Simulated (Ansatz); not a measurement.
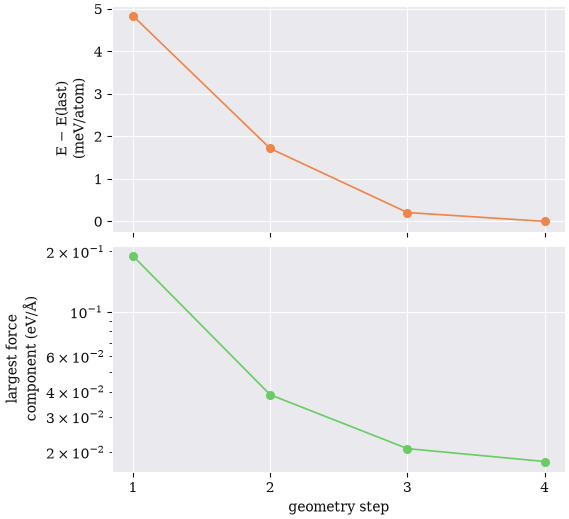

History of a geometry optimisation. I (Cmce, 4 atoms in the cell); Ansatz 0.2.0, DFT r2SCAN, scalar-relativistic, plane waves, PAW; cutoff 600 eV, 6×6×4 k-mesh, Gaussian smearing of 0.05 eV. The volume is held, while cell shape and atoms may move. A closing SCF on a freshly chosen basis isn't drawn.

The optimisation met its thresholds at geometry 4, counting the start as the first. The energy fell by about 4.8 meV/atom from the first step to the last. The largest force component goes from about 0.19 eV/Å at the start to 0.018 eV/Å at the end. The cell changes shape at fixed volume (not drawn): a, b and c change by −2 %, −2 % and +2 %.
